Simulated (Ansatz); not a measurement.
LiBr

The calculation's input:

```
crystal:
  periodic: [false, false, false]
  atoms:
    - {symbol: Li, position_ang: [0.000000, -0.000000, -1.085784]}
    - {symbol: Br, position_ang: [-0.000000, 0.000000, 1.085784]}
basis:
  gaussian: {orbitals: "def2-TZVPPD.json"}
hamiltonian: {xc: pbe0, dispersion: d4}
output: {orbitals: {seedname: orbitals}}
```

Launched as:

```sh
ansatz run in.yaml --threads 2 --pin off --events-out ev --progress --plain --max-ram 5222MiB
```

Geometry: PBE0-D4/def2-TZVP.

All numbers below come from RKS PBE0-D4/def2-TZVPPD (Ansatz).

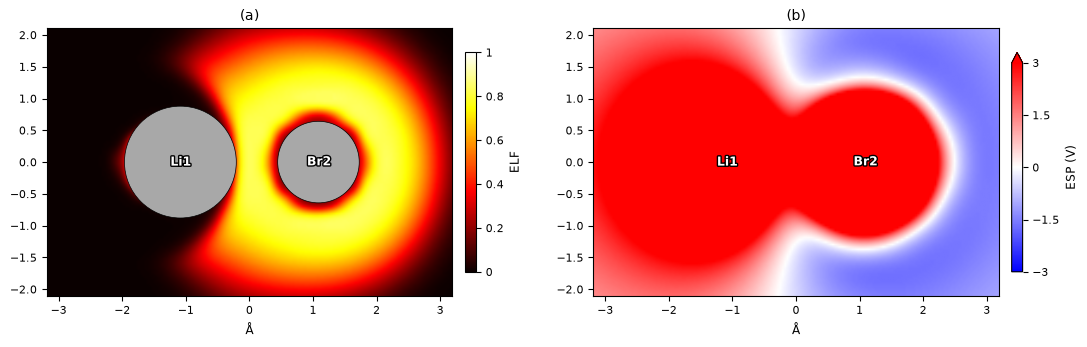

Figure 1. (a) electron localisation function; (b) molecular electrostatic potential on a plane that holds the molecular axis. Grey discs cover the atomic cores in the ELF map.

> What do the fields say about this system?

- The plane passes through Li and Br nuclei.
- Li–Br (2.17 Å): the ELF peaks at about 0.85 in the valence shell of Br, 1.1 Å from its nucleus, and falls to about 0.10 next to Li; a closed-shell, largely ionic contact.
- Outside the dense part of the molecule the potential is most negative (−1.7 V) near Br2.

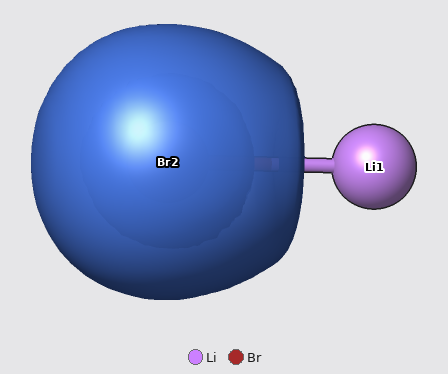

Figure 2. Isosurface of the ELF at 0.75 (blue), seen from one side. Core shells and regions of very low density are left out.

> Where are the electrons localised?

At this value the surface marks out one region wrapped around Br (its valence shell).

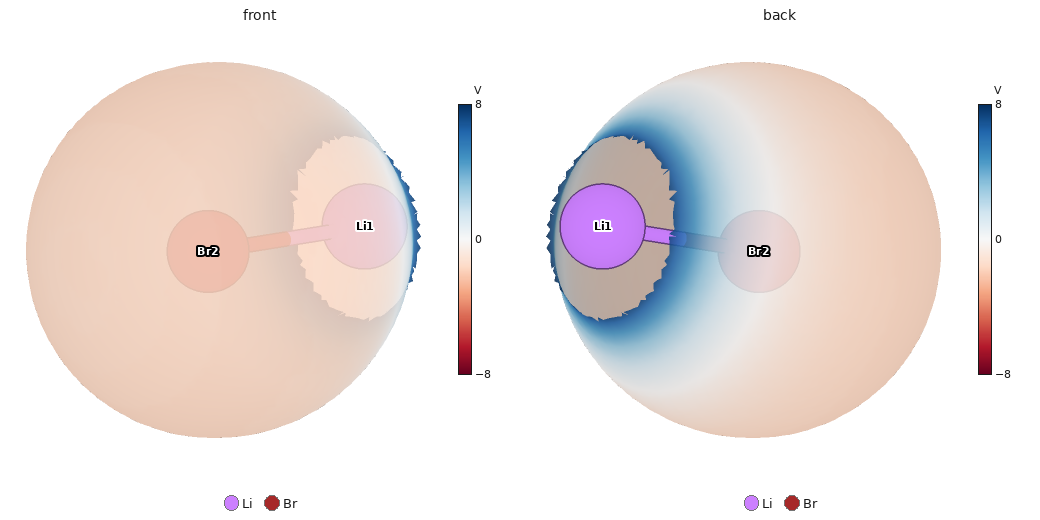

Figure 3. The molecular electrostatic potential painted on the density surface at 0.004 e/bohr³, seen from the front and from behind; red is negative and blue positive.

> Describe the electrostatic potential map.

The most negative region (about −1.7 V) lies over Br2, the most positive (about +7.0 V) over Li1.
